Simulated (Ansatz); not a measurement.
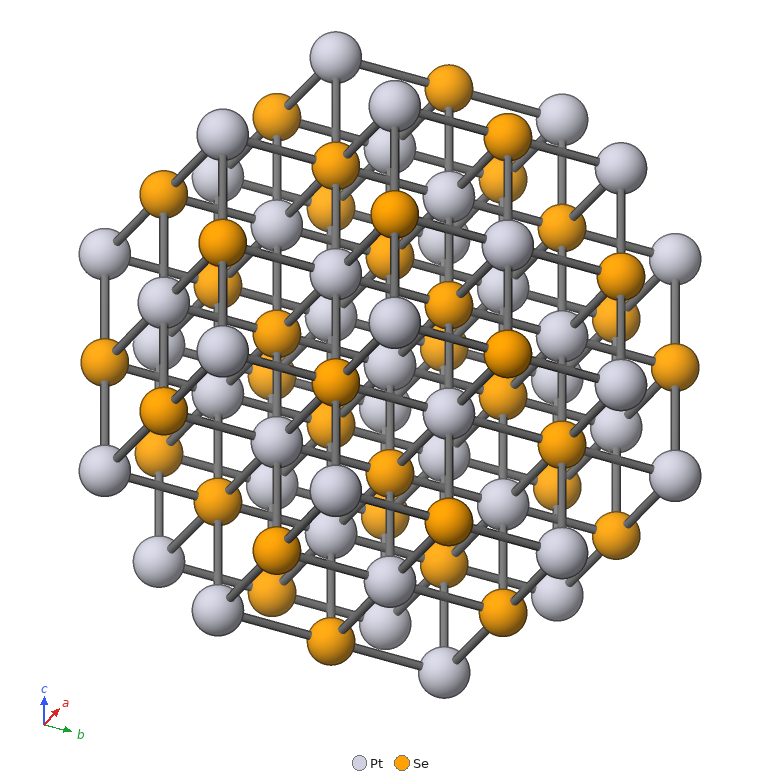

The compound is PtSe (space group Fm-3m, No. 225), taken as the input geometry of an electronic-structure calculation (not necessarily at equilibrium); the starting structure was generated, so it need not be a known form of this composition.

Bonds are taken as Pt–Se below 3.1 Å. The graph is simplified in the usual way: terminal and isolated atoms are pruned, two-connected atoms become edges.

**What kind of net remains, and which atoms are its nodes?**

A uninodal 6-connected, three-periodic net: Pt and Se are 6-connected nodes.

**Does the net have a name?**

It is the pcu net, known from NaCl, ReO3 and the B-X framework of perovskite.

**Is the net interpenetrated?**

It is a single net, without interpenetration.

**Give the first four terms of the coordination sequence (nodes one, two, three … edges away).**

Pt and Se: 6, 18, 38, 66.

**Give the point symbol of each node (shortest cycle at each angle).**

Pt and Se: 4¹²·6³.

The simplified net, drawn on the atoms' positions. Nodes are coloured by element. Edges to nodes outside the piece are drawn as stubs.

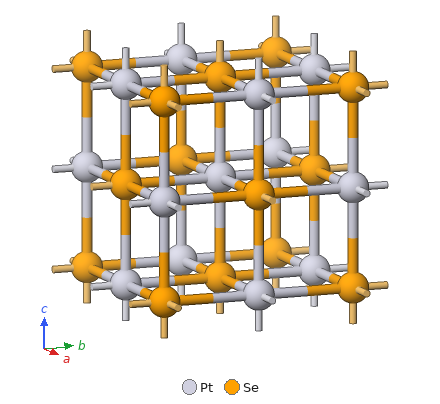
